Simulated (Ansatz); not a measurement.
# Ligand exchange: C2H3FGe + C2HClF4 → C2H4Ge + C2ClF5

Species: C2H3FGe `C#[C][GeH2][F]`, singlet; C2HClF4 `FC(Cl)C(F)(F)F`, singlet; C2H4Ge `C#[C][GeH3]`, singlet; C2ClF5 (chloropentafluoroethane) `FC(F)(F)C(F)(F)Cl`, singlet. The partners trade F for H: Ge–F and C–H bonds give way to Ge–H and C–F.

Shapes, held fixed at every level: PBE0-D4/def2-TZVP. Programs: Ansatz 0.2.0. The zero-point and thermal change to 298 K, harmonic and unscaled (PBE0-D4/def2-TZVP), is -9.3 kJ/mol.

```
               level                    kind  ΔH(298 K) (kJ/mol)  CPU time (sum over the molecules)
       HF/def2-TZVPP            Hartree–Fock              +117.2                                  –
   PBE-D4/def2-TZVPP                     GGA               +95.1                               28 s
r2SCAN-D4/def2-TZVPP                meta-GGA               +97.1                               48 s
 B3LYP-D4/def2-TZVPP           global hybrid              +106.7                               58 s
  wB97M-V/def2-TZVPP  range-separated hybrid              +101.2                            1.8 min
   B2PLYP/def2-TZVPP           double hybrid              +111.7                               65 s
      MP2/def2-TZVPP     perturbation theory              +114.6                                  –
```

MP2/def2-TZVPP gives ΔH(298 K) = +114.6 kJ/mol; the levels span +95.1 to +117.2. The median of the levels is +106.7. No measured value is set beside it here. Relativity is left out for Ge unless named. Correlated rows may include outer-core shells of Ge, which these sets cover unevenly. Times are processor times on shared x86 and Arm servers, and rough.

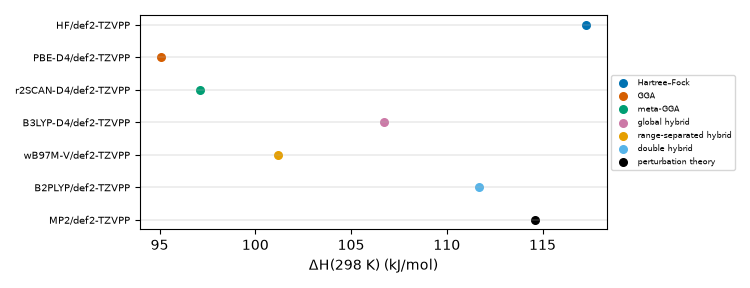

The values of the table, level by level.
